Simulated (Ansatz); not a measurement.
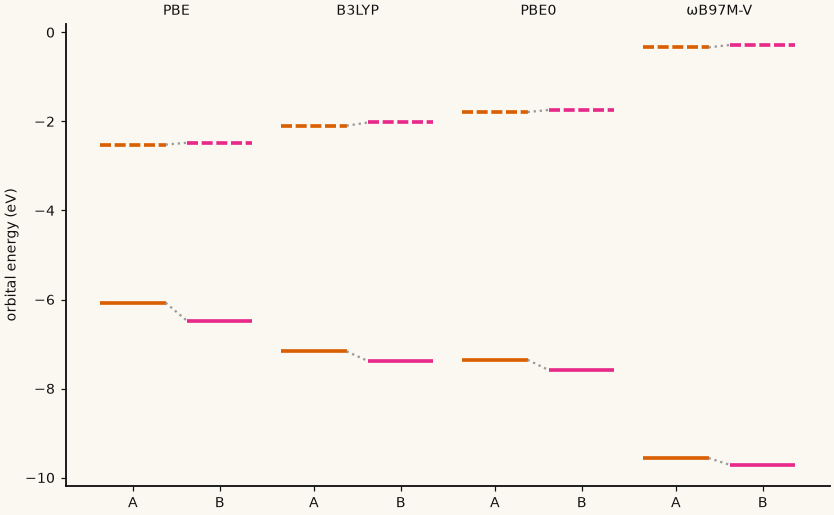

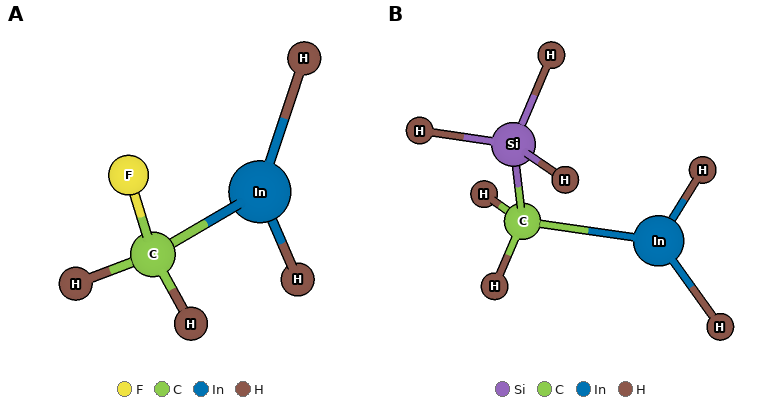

One change: A, CH₄FIn (SMILES F[CH2][InH2]), becomes B, CH₇InSi (SMILES [SiH3][CH2][InH2]). F on C is replaced by SiH₃. HOMO (solid) and LUMO (dashed) computed in def2-TZVPP at PBE0-D4/def2-TZVP geometries, both minima by their frequencies, gas phase, the Ansatz code 0.2.0.

### What does the change do to HOMO and LUMO?

PBE: the HOMO falls by 0.41 eV, the LUMO rises by 0.04 eV, and the separation goes from 3.55 to 4.00 eV. B3LYP: the HOMO falls by 0.22 eV, the LUMO rises by 0.07 eV, and the separation goes from 5.07 to 5.36 eV. PBE0: the HOMO falls by 0.24 eV, the LUMO rises by 0.05 eV, and the separation goes from 5.56 to 5.85 eV. ωB97M-V: the HOMO falls by 0.16 eV, the LUMO rises by 0.05 eV, and the separation goes from 9.22 to 9.43 eV.

### Do the functionals agree on the effect?

They agree on the direction for both levels; the HOMO shift lies between −0.41 and −0.16 eV and the LUMO shift between 0.04 and 0.07 eV, while the separations themselves differ by up to 5.7 eV between functionals.

Known limits of this run: core potentials past krypton; spin-orbit coupling is left out, and with In it can shift these values.
